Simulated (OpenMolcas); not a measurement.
Single-point calculation of CH3NSn

- system: CH3NSn (Sn(CN)H3)
- method: CASSCF/STO-3G (OpenMolcas 26.06)

The geometry comes from this level: GFN2-xTB.

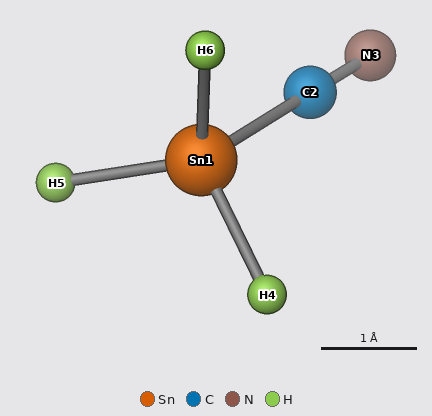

**Figure 1.** The input geometry (ball-and-stick view, seen at a tilt; atoms are numbered from 1 in the order of the input). Sticks mark near contacts. Bond lengths as drawn: C–N 1.14 Å, C–Sn 2.09 Å and H–Sn 1.65 Å.

Input file:
```
* CH3NSn CASSCF

&GATEWAY
 Coord
 6
 angstrom
 Sn      -0.010460      -0.006080      -0.642850
 C        0.020990       0.015810       1.442250
 N        0.043070       0.024080       2.584360
 H        1.562680      -0.004980      -1.151110
 H       -0.812930       1.354320      -1.132680
 H       -0.803360      -1.383140      -1.099970
 Basis = STO-3G
 Group = NoSym

&SEWARD

&RASSCF
 FileOrb = $CurrDir/step1.ScfOrb
 Spin = 1
 Nactel = 4 0 0
 Inactive = 31
 Ras2 = 5
 OrbListing = Nothing
```

Machine: 1 thread of Arm Neoverse V2, 24 GiB of memory available, shared host.

Command:
```bash
export MOLCAS_MEM=1860
pymolcas step2.input > step2.log
```

Output:
```
--- Start Module: gateway ---

                                              &GATEWAY

                       available to each process: 1.9 GB of memory, 1 thread

++    Symmetry information:
      ---------------------

                    Character Table for C1

                             E
                    a        1  x, y, xy, Rz, z, xz, Ry, yz, Rx, I
--

++    Basis set information:
      ----------------------

      Basis set label: SN.STO-3G.........

      Electronic valence basis set:
      ------------------
      Associated Effective Charge  50.000000 au
      Associated Actual Charge     50.000000 au
      Nuclear Model: Point charge

      Shell  nPrim  nBasis  Cartesian Spherical Contaminant
         s      15       5        X
         p      12       4        X
         d       6       2                 X

      Basis set label: C.STO-3G.........

      Electronic valence basis set:
      ------------------
      Associated Effective Charge   6.000000 au
      Associated Actual Charge      6.000000 au
      Nuclear Model: Point charge

      Shell  nPrim  nBasis  Cartesian Spherical Contaminant
         s       6       2        X
         p       3       1        X

      Basis set label: N.STO-3G.........

      Electronic valence basis set:
      ------------------
      Associated Effective Charge   7.000000 au
      Associated Actual Charge      7.000000 au
      Nuclear Model: Point charge

      Shell  nPrim  nBasis  Cartesian Spherical Contaminant
         s       6       2        X
         p       3       1        X

      Basis set label: H.STO-3G.........

      Electronic valence basis set:
      ------------------
      Associated Effective Charge   1.000000 au
      Associated Actual Charge      1.000000 au
      Nuclear Model: Point charge

      Shell  nPrim  nBasis  Cartesian Spherical Contaminant
         s       3       1        X
--

++    Molecular structure info:
      -------------------------

                    ************************************************
                    **** Cartesian Coordinates / bohr, angstrom ****
                    ************************************************

     Center  Label                x              y              z                     x              y              z
        1      SN1             -0.019767      -0.011490      -1.214810             -0.010460      -0.006080      -0.642850
        2      C2               0.039665       0.029877       2.725458              0.020990       0.015810       1.442250
        3      N3               0.081391       0.045505       4.883733              0.043070       0.024080       2.584360
        4      H4               2.953037      -0.009411      -2.175283              1.562680      -0.004980      -1.151110
        5      H5              -1.536215       2.559294      -2.140455             -0.812930       1.354320      -1.132680
        6      H6              -1.518130      -2.613756      -2.078642             -0.803360      -1.383140      -1.099970

                    ***************************************
                    *    InterNuclear Distances / bohr    *
                    ***************************************

               1 SN1           2 C2            3 N3            4 H4            5 H5            6 H6
    1 SN1      0.000000
    2 C2       3.940933        0.000000
    3 N3       6.099648        2.158735        0.000000
    4 H4       3.124112        5.701450        7.620962        0.000000
    5 H5       3.124958        5.706002        7.633806        5.172315        0.000000
    6 H6       3.124594        5.700429        7.622650        5.175258        5.173451        0.000000

                    *******************************************
                    *    InterNuclear Distances / angstrom    *
                    *******************************************

               1 SN1           2 C2            3 N3            4 H4            5 H5            6 H6
    1 SN1      0.000000
    2 C2       2.085452        0.000000
    3 N3       3.227795        1.142353        0.000000
    4 H4       1.653209        3.017077        4.032840        0.000000
    5 H5       1.653656        3.019486        4.039636        2.737071        0.000000
    6 H6       1.653464        3.016537        4.033733        2.738628        2.737672        0.000000
--

            Nuclear Potential Energy            207.45725012 au

--- Stop Module: gateway /rc=_RC_ALL_IS_WELL_ ---

--- Start Module: seward ---

                                              &SEWARD

                       available to each process: 1.9 GB of memory, 1 thread

               SEWARD will generate:
                  Multipole Moment integrals up to order  2
                  Kinetic Energy integrals
                  Nuclear Attraction integrals (point charge)
                  One-Electron Hamiltonian integrals
                  Velocity integrals
                  Orbital angular momentum around ( -0.0058  -0.0030  -0.3425 )
                  Velocity quadrupole around ( -0.0058  -0.0030  -0.3425 )
                  Two-Electron Repulsion integrals

                   Integrals are discarded if absolute value <: 1.00E-14
                   Integral cutoff threshold is set to       <: 1.00E-16

            Nuclear Potential Energy            207.45725012 au

      Basis set specifications :
      Symmetry species         a
      Basis functions           40

--- Stop Module: seward /rc=_RC_ALL_IS_WELL_ ---

--- Start Module: rasscf ---

                                              &RASSCF

                       available to each process: 1.9 GB of memory, 1 thread

      Header of the ONEINT file:
      --------------------------

      OrdInt status: non-squared

      Cartesian coordinates in angstrom:
      -----------------------------------------------------
      No.  Label        X            Y            Z
      -----------------------------------------------------
       1   SN1       -0.01046000  -0.00608000  -0.64285000
       2   C2         0.02099000   0.01581000   1.44225000
       3   N3         0.04307000   0.02408000   2.58436000
       4   H4         1.56268000  -0.00498000  -1.15111000
       5   H5        -0.81293000   1.35432000  -1.13268000
       6   H6        -0.80336000  -1.38314000  -1.09997000
      -----------------------------------------------------
      Nuclear repulsion energy =  207.45725012

++    Wave function specifications:
      -----------------------------

      Number of closed shell electrons          62
      Number of electrons in active shells       4
      Max number of holes in RAS1 space          0
      Max nr of electrons in RAS3 space          0
      Number of inactive orbitals               31
      Number of active orbitals                  5
      Number of secondary orbitals               4
      Spin quantum number                      0.0
      State symmetry                             1
--

++    Orbital specifications:
      -----------------------

      Symmetry species                           1
                                                 a
      Frozen orbitals                            0
      Inactive orbitals                         31
      Active orbitals                            5
      RAS1 orbitals                              0
      RAS2 orbitals                              5
      RAS3 orbitals                              0
      Secondary orbitals                         4
      Deleted orbitals                           0
      Number of basis functions                 40
--

++    CI expansion specifications:
      ----------------------------

      Number of CSFs                            50
      Number of spin combinations               55
      Number of determinants                   100
      Number of root(s) required                 1
      Root chosen for geometry opt.              1
      CI root used                               1

      highest root included in the CI            1
      max. size of the explicit Hamiltonian     50
--

++    Optimization specifications:
      ----------------------------

      RASSCF algorithm: Conventional
      Maximum number of macro iterations       200
      Maximum number of SX iterations          100
      Threshold for RASSCF energy            1.000E-08
      Threshold for max MO rotation          1.000E-01
      Threshold for max BLB element          1.000E-04
      Level shift parameter                  5.000E-01
      Make Quasi-Newton update
--

      The MO-coefficients are taken from the file:
      step1.ScfOrb
      Title: SCF orbitals

      Total molecular charge    0.00

      ************************************************************************************************************************
      *                                            Wave function control section                                             *
      ************************************************************************************************************************

                                         RASSCF iterations: Energy and convergence statistics
                                         ----------------------------------------------------

          iter iter root      energy       change     param      element    value   shift minimum  type update hh:mm:ss
 Nr of preliminary CI iterations:   1
      Total energies have been shifted. Add                -6000.00 au
        1   1   12    1   -56.22940659    0.00E+00   3.90E-01*  35  39 1 -1.72E-02*  0.00   0.00    SX    NO    0:00:00
        2   1   22    1   -56.28518338   -5.58E-02* -3.42E-01*  30  33 1 -1.37E-02*  0.00   0.00    SX    NO    0:00:00
        3   1    8    1   -56.29336583   -8.18E-03* -1.70E-01*  33  38 1 -4.85E-03*  0.00   0.00    SX    NO    0:00:00
        4   1    8    1   -56.29388566   -5.20E-04* -7.85E-02   33  38 1 -1.24E-03*  0.00   0.00    SX    NO    0:00:00
        5   1    7    1   -56.29392589   -4.02E-05* -3.73E-02   33  38 1 -2.75E-04*  0.00   1.51    LS   YES    0:00:00
        6   1    7    1   -56.29393112   -5.23E-06* -2.48E-02   28  40 1 -1.86E-04*  0.00   1.09    QN   YES    0:00:00
        7   1    6    1   -56.29393329   -2.17E-06* -1.91E-02   33  38 1  1.04E-04*  0.00   1.80    LS   YES    0:00:00
        8   1    6    1   -56.29393382   -5.27E-07*  1.51E-03   27  36 1  4.16E-05   0.00   1.04    QN   YES    0:00:00
        9   1    5    1   -56.29393384   -2.71E-08*  3.62E-04   31  40 1  1.56E-05   0.00   1.12    QN   YES    0:00:00
       10   1    4    1   -56.29393384   -1.03E-09   5.80E-05   31  36 1  1.78E-06   0.00   1.16    QN   YES    0:00:00
      Convergence after 10 iterations
       11   1    4    1   -56.29393384   -1.07E-10   5.80E-05   27  36 1 -7.92E-07   0.00   1.16    QN   YES    0:00:00

      ************************************************************************************************************************
                                                      Wave function printout:
                       occupation of active orbitals, and spin coupling of open shells (u,d: Spin up or down)
      ************************************************************************************************************************

      Note: transformation to natural orbitals
      has been made, which may change the order of the CSFs.

      printout of CI-coefficients larger than  0.05 for root  1
      energy=   -6056.293934
      conf/sym  11111     Coeff  Weight
             1  22000  -0.96399 0.92928
             8  20200   0.14486 0.02098
            15  udud0  -0.12431 0.01545
            22  02020   0.14486 0.02098
            26  uudd0  -0.09695 0.00940

      Natural orbitals and occupation numbers for root  1
      sym 1:   1.926883   1.926882   0.072706   0.072705   0.000825

      ************************************************************************************************************************
      *                                                    Final results                                                     *
      ************************************************************************************************************************

++    Final optimization conditions:
      ------------------------------

      Average CI energy                           -6056.29393384
      RASSCF energy for state  1                  -6056.29393384
      Super-CI energy                                -0.00000000
      RASSCF energy change                           -0.00000000
      Max change in MO coefficients              -7.265E-05
      Max non-diagonal density matrix element     5.800E-05
      Maximum BLB matrix element                 -7.919E-07
      (orbital pair  27,  36 in symmetry   1)
      Norm of electronic gradient            2.683E-06
--

      Final state energy(ies):
      ------------------------

::    RASSCF root number  1 Total energy:  -6056.29393384
      Von Neumann Entropy (Root   1) =  0.45583

      Mulliken population analysis for root number:  1
      -----------------------------------------------

++    Molecular charges:
      ------------------

      Mulliken charges per centre
      ---------------------------

                SN1     C2      N3      H4      H5      H6
      Total   49.0752  6.1948  7.2185  1.1705  1.1705  1.1705

      N-E      0.9248 -0.1948 -0.2185 -0.1705 -0.1705 -0.1705

      Total electronic charge=   66.000000

      Total            charge=   -0.000000
--

      Expectation values of various properties for root number:  1
      -----------------------------------------------------------

++    Molecular properties:
      ---------------------

      Charge (e):
                      =   -0.0000
      Dipole Moment (debye):
      Origin of the operator (angstrom)=   -0.0030   -0.0016   -0.1813
                   X= -6.2515E-02               Y= -3.3917E-02               Z= -3.7527E+00           Total=  3.7534E+00
      Quadrupole Moment (debye*angstrom):
      Origin of the operator (angstrom)=   -0.0030   -0.0016   -0.1813
                  XX= -3.5862E+01              XY= -3.9022E-03              XZ= -1.9371E-01              YY= -3.5859E+01
                  YZ= -9.5574E-02              ZZ= -4.7085E+01
      In traceless form (debye*angstrom)
                  XX=  5.6097E+00              XY= -5.8533E-03              XZ= -2.9057E-01              YY=  5.6148E+00
                  YZ= -1.4336E-01              ZZ= -1.1224E+01
--

      Average orbitals are written to the RASORB file
      Natural orbitals for root   1 are written to the RASORB.1 file
      Spin density orbitals for root   1 are written to the SPDORB.1 file

--- Stop Module: rasscf /rc=_RC_ALL_IS_WELL_ ---

.##################.
.# Happy landing! #.
.##################.

    Timing: Wall=1.70 User=1.33 System=0.36
```

Key numbers:

- outcome: converged
- total energy: −6056.293934 hartree
- CASSCF energy: −6056.293934 hartree
- basis functions: 40
- wall time: 1.9 s
- peak memory: 0.37 GiB

Remarks:

The record of the run, not the program, notes: an active orbital turned away from the chosen space; an active orbital is nearly full or empty.
